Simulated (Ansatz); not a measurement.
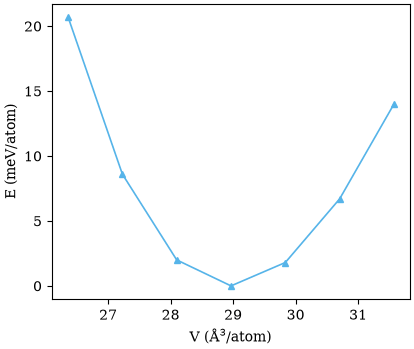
Figure: Rb₂P₂Pd in space group Cmcm (No. 63; Rb on 4c, Rb on 4c, P on 8g, Pd on 4a) under volume change, r²SCAN in the plane-wave PAW code Ansatz, shape and atoms relaxed at each volume.

### Question
What does a third-order Birch–Murnaghan fit give for V₀, B₀ and B′?

### Answer
V₀ = 28.97 Å³/atom, B₀ = 23.0 GPa, B′ = 5.5.

The workflow started from a Materials Project entry (that database holds measured and hypothetical structures alike); the Crystallography Open Database copy checked does not list it. Its standing as an ambient phase is unchecked. The r²SCAN relaxation kept the symmetry of its start; its stability against distortions is not shown here. The run is not spin-polarised.

Potentials: the later of the program's two PAW sets.
